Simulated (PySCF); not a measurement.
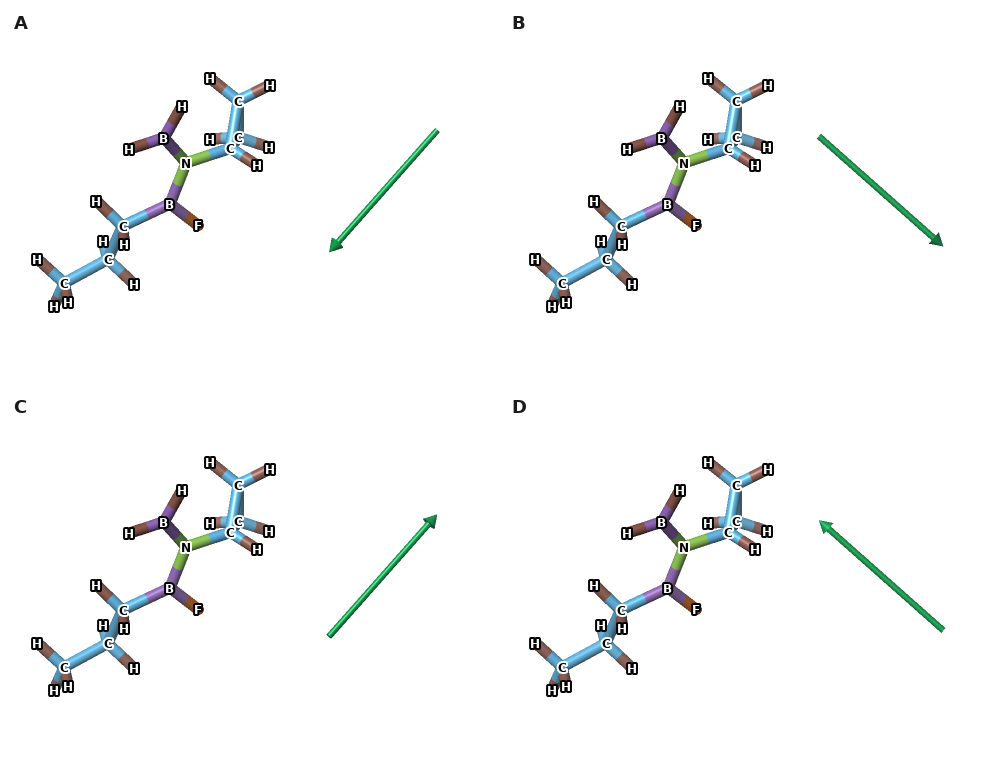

The same molecule four times, each with an arrow. The geometry was computed by an optimisation with GFN2-xTB. No frequency run is at hand to confirm it as a minimum. Level of theory: PBE0/pcSseg-1, gas phase (PySCF 2.14.0).

> Which arrow points along the dipole moment, from the negative to the positive end?

C. The dipole moment is 0.58 D.

The geometry is semi-empirical. Around B such bond lengths and angles can be off by a tenth of an ångström or more and by several degrees, and values that hang on the shape move with them.
